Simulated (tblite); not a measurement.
Run report: C₆H₁₅FNPSi, geometry relaxation (part 4 of 4)

The same run, continued: C₆H₁₅FNPSi; GFN2-xTB geometry optimisation, gas phase (tblite 0.8.0). 

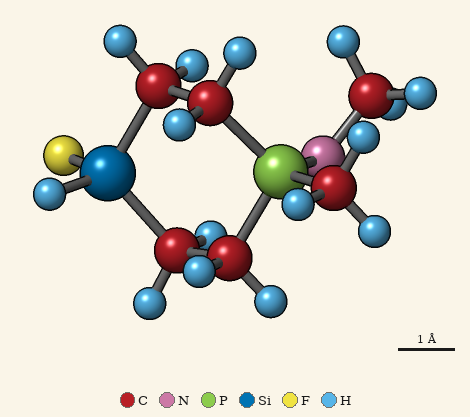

*The geometry at step 113 of the log (ball-and-stick view, seen at a tilt).*

### Trajectory as extended XYZ, continued
```
25
Properties=species:S:1:pos:R:3:forces:R:3 step=98 energy=-883.14881
C    -2.4315   -1.5091    0.4859    0.0120   0.0070  -0.0070
N    -1.3717   -0.9929   -0.3547    0.0010   0.0030  -0.0280
P    -0.6657    0.3924   -0.2456    0.0030   0.0010   0.0090
C    -1.6395    1.9541   -0.5154   -0.0080   0.0010   0.0040
C     0.5794    0.4169   -1.5808   -0.0050  -0.0060   0.0170
C     1.5509   -0.7446   -1.4056   -0.0050   0.0070   0.0070
Si    2.4583   -0.6125    0.2480   -0.0110   0.0060   0.0090
F     3.2698   -1.9888    0.5073   -0.0030   0.0060   0.0160
C     1.1948   -0.3629    1.6372   -0.0030   0.0060   0.0010
C     0.2778    0.8113    1.3080    0.0050  -0.0010   0.0050
H    -2.1388   -1.6037    1.5373   -0.0110  -0.0040  -0.0140
H    -2.6693   -2.5065    0.1099    0.0040   0.0080   0.0180
H    -3.3458   -0.9078    0.4440    0.0150   0.0020  -0.0080
H    -1.0134    2.8427   -0.4982   -0.0040  -0.0130  -0.0170
H    -2.1376    1.8674   -1.4811    0.0120   0.0070   0.0050
H    -2.4033    2.0389    0.2572    0.0100  -0.0110   0.0190
H     1.0974    1.3810   -1.5651   -0.0150  -0.0200  -0.0080
H     0.0320    0.3291   -2.5243    0.0080   0.0170   0.0220
H     2.2448   -0.7818   -2.2481   -0.0220  -0.0160  -0.0010
H     0.9650   -1.6664   -1.4212    0.0120   0.0060  -0.0160
H     3.4898    0.4258    0.2574   -0.0070  -0.0040  -0.0040
H     0.5803   -1.2627    1.7285    0.0090   0.0040  -0.0160
H     1.6766   -0.2106    2.6056   -0.0050   0.0180  -0.0080
H    -0.4552    0.9798    2.1050    0.0000  -0.0130  -0.0010
H     0.8437    1.7353    1.1749    0.0090  -0.0120  -0.0050
25
Properties=species:S:1:pos:R:3:forces:R:3 step=102 energy=-883.14945
C    -2.4341   -1.5074    0.4824   -0.0050   0.0020  -0.0040
N    -1.3690   -0.9964   -0.3551   -0.0070  -0.0010   0.0070
P    -0.6655    0.3903   -0.2436   -0.0040  -0.0040  -0.0030
C    -1.6407    1.9512   -0.5127   -0.0020   0.0070   0.0020
C     0.5780    0.4153   -1.5785    0.0070   0.0030  -0.0010
C     1.5527   -0.7432   -1.4061   -0.0020  -0.0140  -0.0060
Si    2.4578   -0.6130    0.2488    0.0030   0.0010  -0.0140
F     3.2695   -1.9884    0.5126   -0.0080   0.0050   0.0120
C     1.1967   -0.3607    1.6384    0.0050  -0.0010  -0.0040
C     0.2777    0.8109    1.3093   -0.0030  -0.0080  -0.0050
H    -2.1523   -1.6004    1.5367    0.0180   0.0140  -0.0080
H    -2.6723   -2.5059    0.1116    0.0010  -0.0080  -0.0070
H    -3.3463   -0.9042    0.4318    0.0030   0.0060  -0.0090
H    -1.0098    2.8368   -0.5102   -0.0110  -0.0090   0.0000
H    -2.1474    1.8622   -1.4740    0.0010  -0.0040   0.0240
H    -2.3945    2.0432    0.2698    0.0220  -0.0070  -0.0120
H     1.0946    1.3790   -1.5660    0.0070   0.0160   0.0110
H     0.0308    0.3303   -2.5214   -0.0110  -0.0060   0.0020
H     2.2454   -0.7763   -2.2494    0.0020  -0.0010  -0.0020
H     0.9727   -1.6677   -1.4290   -0.0140  -0.0070   0.0050
H     3.4901    0.4234    0.2551    0.0040   0.0090  -0.0020
H     0.5857   -1.2623    1.7314   -0.0010   0.0020   0.0020
H     1.6819   -0.2032    2.6039   -0.0090   0.0040   0.0080
H    -0.4569    0.9767    2.1056    0.0120   0.0010   0.0010
H     0.8443    1.7342    1.1750   -0.0080  -0.0010   0.0030
25
Properties=species:S:1:pos:R:3:forces:R:3 step=105 energy=-883.14978
C    -2.4336   -1.5077    0.4811    0.0040   0.0030  -0.0020
N    -1.3669   -0.9983   -0.3551   -0.0010  -0.0080  -0.0130
P    -0.6652    0.3891   -0.2444    0.0120  -0.0020  -0.0110
C    -1.6400    1.9500   -0.5111    0.0040   0.0070  -0.0070
C     0.5793    0.4160   -1.5788   -0.0040   0.0030  -0.0060
C     1.5521   -0.7453   -1.4083   -0.0060   0.0120  -0.0040
Si    2.4554   -0.6144    0.2474    0.0210   0.0040   0.0080
F     3.2665   -1.9889    0.5190   -0.0080   0.0110   0.0030
C     1.1965   -0.3599    1.6388    0.0060  -0.0050   0.0030
C     0.2763    0.8099    1.3083    0.0040   0.0040   0.0050
H    -2.1513   -1.5979    1.5356    0.0030   0.0100  -0.0070
H    -2.6717   -2.5075    0.1122    0.0000   0.0110  -0.0030
H    -3.3438   -0.9019    0.4270   -0.0030  -0.0090   0.0000
H    -1.0079    2.8342   -0.5153   -0.0030   0.0000   0.0050
H    -2.1535    1.8611   -1.4683   -0.0060  -0.0100   0.0110
H    -2.3874    2.0445    0.2763    0.0060  -0.0020   0.0030
H     1.0964    1.3805   -1.5645   -0.0050  -0.0210   0.0090
H     0.0307    0.3323   -2.5216    0.0030   0.0000   0.0110
H     2.2464   -0.7757   -2.2503    0.0000  -0.0080  -0.0050
H     0.9712   -1.6693   -1.4340   -0.0100   0.0030   0.0060
H     3.4869    0.4242    0.2523   -0.0050  -0.0050  -0.0040
H     0.5865   -1.2618    1.7354    0.0010   0.0040   0.0000
H     1.6817   -0.1984    2.6040   -0.0050  -0.0030  -0.0050
H    -0.4573    0.9752    2.1049   -0.0060   0.0010   0.0090
H     0.8417    1.7342    1.1756   -0.0020   0.0010  -0.0050
25
Properties=species:S:1:pos:R:3:forces:R:3 step=109 energy=-883.15008
C    -2.4318   -1.5083    0.4785    0.0040   0.0060  -0.0050
N    -1.3660   -0.9990   -0.3591    0.0010   0.0070  -0.0020
P    -0.6645    0.3885   -0.2446   -0.0060   0.0020   0.0050
C    -1.6397    1.9493   -0.5111   -0.0050  -0.0050   0.0060
C     0.5796    0.4171   -1.5774    0.0040  -0.0060   0.0010
C     1.5522   -0.7441   -1.4091    0.0070  -0.0070   0.0050
Si    2.4562   -0.6140    0.2477   -0.0150  -0.0010  -0.0050
F     3.2566   -1.9926    0.5262    0.0100  -0.0030  -0.0010
C     1.1965   -0.3585    1.6383   -0.0040   0.0060  -0.0010
C     0.2758    0.8110    1.3089   -0.0040   0.0000  -0.0010
H    -2.1484   -1.5956    1.5328   -0.0010   0.0080  -0.0010
H    -2.6686   -2.5088    0.1117    0.0000   0.0010  -0.0040
H    -3.3431   -0.9041    0.4233   -0.0010  -0.0070   0.0010
H    -1.0076    2.8333   -0.5307   -0.0010  -0.0030   0.0010
H    -2.1677    1.8518   -1.4593   -0.0050  -0.0040   0.0040
H    -2.3751    2.0496    0.2869    0.0020   0.0020   0.0010
H     1.0968    1.3805   -1.5595    0.0070   0.0060  -0.0010
H     0.0297    0.3359   -2.5189    0.0020  -0.0010  -0.0120
H     2.2457   -0.7739   -2.2521   -0.0020  -0.0060   0.0030
H     0.9712   -1.6684   -1.4356   -0.0040   0.0110   0.0100
H     3.4912    0.4201    0.2510    0.0010   0.0010  -0.0020
H     0.5863   -1.2606    1.7329    0.0030  -0.0010   0.0040
H     1.6788   -0.1965    2.6044    0.0100  -0.0110   0.0030
H    -0.4566    0.9767    2.1070    0.0000  -0.0010  -0.0060
H     0.8414    1.7348    1.1742   -0.0050   0.0040  -0.0020
25
Properties=species:S:1:pos:R:3:forces:R:3 step=113 energy=-883.15025
C    -2.4295   -1.5078    0.4767   -0.0070  -0.0030   0.0020
N    -1.3646   -0.9993   -0.3620   -0.0080   0.0000  -0.0030
P    -0.6637    0.3882   -0.2457    0.0030   0.0000  -0.0060
C    -1.6396    1.9480   -0.5097   -0.0040   0.0060   0.0000
C     0.5809    0.4178   -1.5785    0.0030   0.0090  -0.0010
C     1.5519   -0.7449   -1.4100   -0.0080   0.0040   0.0010
Si    2.4532   -0.6160    0.2476    0.0120   0.0000   0.0050
F     3.2554   -1.9934    0.5291    0.0010   0.0060  -0.0060
C     1.1956   -0.3575    1.6394    0.0060  -0.0050   0.0040
C     0.2744    0.8110    1.3085    0.0040  -0.0010   0.0010
H    -2.1457   -1.5918    1.5312   -0.0010  -0.0030  -0.0030
H    -2.6668   -2.5087    0.1112    0.0080  -0.0040   0.0030
H    -3.3423   -0.9060    0.4218   -0.0010   0.0070  -0.0050
H    -1.0063    2.8310   -0.5356   -0.0030  -0.0010  -0.0060
H    -2.1752    1.8482   -1.4533   -0.0010   0.0000   0.0010
H    -2.3687    2.0522    0.2932   -0.0060   0.0000   0.0090
H     1.0993    1.3808   -1.5580    0.0020  -0.0010  -0.0060
H     0.0318    0.3384   -2.5213    0.0120   0.0030   0.0070
H     2.2464   -0.7756   -2.2522   -0.0030  -0.0090   0.0020
H     0.9673   -1.6663   -1.4369   -0.0010  -0.0090   0.0060
H     3.4882    0.4187    0.2499   -0.0010  -0.0020  -0.0020
H     0.5865   -1.2599    1.7382   -0.0030   0.0020  -0.0030
H     1.6809   -0.1951    2.6042    0.0040   0.0010  -0.0020
H    -0.4587    0.9762    2.1058   -0.0060   0.0020  -0.0010
H     0.8381    1.7359    1.1731    0.0000  -0.0020   0.0020
25
Properties=species:S:1:pos:R:3:forces:R:3 step=117 energy=-883.15046
C    -2.4299   -1.5075    0.4734    0.0030   0.0010  -0.0010
N    -1.3668   -0.9974   -0.3670    0.0070   0.0000   0.0020
P    -0.6634    0.3886   -0.2464    0.0000   0.0010  -0.0010
C    -1.6416    1.9473   -0.5073    0.0030   0.0010  -0.0010
C     0.5827    0.4200   -1.5779    0.0020  -0.0030   0.0000
C     1.5511   -0.7446   -1.4085    0.0000  -0.0070   0.0040
Si    2.4544   -0.6158    0.2480    0.0000   0.0000   0.0010
F     3.2535   -1.9942    0.5318    0.0060  -0.0030  -0.0060
C     1.1971   -0.3567    1.6400   -0.0020   0.0020  -0.0050
C     0.2742    0.8108    1.3091   -0.0010  -0.0010  -0.0040
H    -2.1450   -1.5879    1.5277   -0.0030  -0.0020   0.0020
H    -2.6629   -2.5104    0.1107   -0.0010   0.0030   0.0020
H    -3.3438   -0.9073    0.4173   -0.0020  -0.0040  -0.0060
H    -1.0080    2.8292   -0.5465    0.0000   0.0110   0.0010
H    -2.1856    1.8416   -1.4453   -0.0110   0.0000  -0.0010
H    -2.3620    2.0563    0.3029   -0.0020   0.0010   0.0000
H     1.1021    1.3824   -1.5573    0.0040   0.0000   0.0010
H     0.0358    0.3410   -2.5215   -0.0020   0.0030  -0.0040
H     2.2441   -0.7803   -2.2518   -0.0030  -0.0030   0.0040
H     0.9646   -1.6652   -1.4321   -0.0050  -0.0010   0.0030
H     3.4919    0.4157    0.2475    0.0030   0.0060   0.0010
H     0.5875   -1.2590    1.7377    0.0030   0.0000   0.0020
H     1.6843   -0.1958    2.6041   -0.0090   0.0070  -0.0020
H    -0.4605    0.9762    2.1051    0.0040  -0.0060   0.0000
H     0.8353    1.7372    1.1727    0.0060  -0.0040   0.0060
25
Properties=species:S:1:pos:R:3:forces:R:3 step=121 energy=-883.15068
C    -2.4344   -1.5041    0.4685    0.0020  -0.0060  -0.0030
N    -1.3666   -0.9979   -0.3678    0.0130   0.0070  -0.0010
P    -0.6628    0.3879   -0.2469   -0.0020   0.0100   0.0060
C    -1.6427    1.9462   -0.5041   -0.0060  -0.0010  -0.0020
C     0.5849    0.4185   -1.5770   -0.0090   0.0010  -0.0010
C     1.5508   -0.7479   -1.4051   -0.0030   0.0050  -0.0070
Si    2.4591   -0.6134    0.2480   -0.0030   0.0040  -0.0130
F     3.2615   -1.9901    0.5295    0.0090  -0.0070   0.0000
C     1.2011   -0.3552    1.6387   -0.0010  -0.0060   0.0030
C     0.2747    0.8093    1.3087    0.0040   0.0020   0.0080
H    -2.1565   -1.5804    1.5246   -0.0010   0.0070   0.0130
H    -2.6642   -2.5088    0.1099   -0.0050  -0.0150  -0.0090
H    -3.3488   -0.9059    0.4024   -0.0030   0.0040   0.0000
H    -1.0109    2.8291   -0.5497    0.0000   0.0060  -0.0040
H    -2.1959    1.8374   -1.4362   -0.0010   0.0040  -0.0130
H    -2.3580    2.0567    0.3106    0.0030  -0.0020   0.0110
H     1.1050    1.3806   -1.5572    0.0050  -0.0050   0.0060
H     0.0383    0.3401   -2.5208   -0.0010  -0.0020  -0.0060
H     2.2415   -0.7871   -2.2496    0.0040  -0.0080  -0.0050
H     0.9621   -1.6672   -1.4247   -0.0020   0.0030   0.0060
H     3.4951    0.4199    0.2423   -0.0020   0.0020   0.0040
H     0.5938   -1.2583    1.7380   -0.0030  -0.0160  -0.0010
H     1.6876   -0.1927    2.6025   -0.0010   0.0110   0.0120
H    -0.4601    0.9705    2.1054    0.0000  -0.0040   0.0000
H     0.8345    1.7369    1.1765    0.0020   0.0060  -0.0050
25
Properties=species:S:1:pos:R:3:forces:R:3 step=125 energy=-883.15090
C    -2.4333   -1.5023    0.4650   -0.0020  -0.0030   0.0030
N    -1.3626   -0.9973   -0.3684   -0.0010  -0.0070  -0.0020
P    -0.6616    0.3898   -0.2481    0.0050  -0.0050  -0.0010
C    -1.6454    1.9463   -0.5019    0.0000   0.0030  -0.0020
C     0.5865    0.4186   -1.5781    0.0030   0.0010  -0.0020
C     1.5481   -0.7513   -1.4037    0.0000   0.0000  -0.0030
Si    2.4593   -0.6125    0.2471   -0.0040  -0.0040   0.0040
F     3.2705   -1.9846    0.5284    0.0010   0.0000  -0.0010
C     1.2011   -0.3572    1.6389    0.0020   0.0010   0.0030
C     0.2758    0.8085    1.3082    0.0030  -0.0010   0.0010
H    -2.1592   -1.5740    1.5229   -0.0050  -0.0020   0.0000
H    -2.6625   -2.5085    0.1085    0.0050   0.0050   0.0000
H    -3.3472   -0.9038    0.3940   -0.0020  -0.0020   0.0000
H    -1.0152    2.8306   -0.5500   -0.0050  -0.0010  -0.0040
H    -2.2035    1.8370   -1.4313    0.0060   0.0040  -0.0010
H    -2.3558    2.0542    0.3177    0.0040   0.0010   0.0020
H     1.1114    1.3781   -1.5567   -0.0010   0.0010   0.0040
H     0.0422    0.3423   -2.5235   -0.0030  -0.0010   0.0010
H     2.2376   -0.7988   -2.2490   -0.0040  -0.0010  -0.0040
H     0.9550   -1.6680   -1.4165   -0.0020   0.0020   0.0000
H     3.4903    0.4256    0.2404    0.0000   0.0040   0.0020
H     0.5940   -1.2610    1.7385    0.0050   0.0030  -0.0030
H     1.6867   -0.1921    2.6031   -0.0020  -0.0020   0.0010
H    -0.4600    0.9688    2.1041    0.0020   0.0030   0.0020
H     0.8369    1.7356    1.1768   -0.0030   0.0010   0.0020
```

### Summary

| quantity | value |
| --- | --- |
| outcome | converged |
| total energy | −883.1509 eV |
| hardware | 1 CPU thread, shared host |
| wall time | 1.3 s |
| peak memory | 0.18 GiB |
